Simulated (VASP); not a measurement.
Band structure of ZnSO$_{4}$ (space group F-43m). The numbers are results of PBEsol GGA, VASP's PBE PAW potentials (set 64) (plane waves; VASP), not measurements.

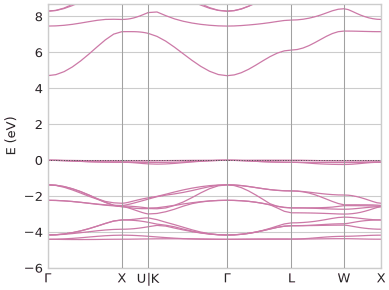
Bands along high-symmetry lines, zero at the valence-band maximum or, without a gap, the Fermi level

Problem. Read the plot: is there a gap, and where are the band edges?

Solution. The gap is indirect, 4.70 eV, from the valence maximum at (0.40, 0.00, 0.00) to the conduction minimum at Γ.

The structure comes from a computed database's ZnSO4 entry (F-43m); how it stands against other phases isn't given here. The cell was not relaxed at this level.
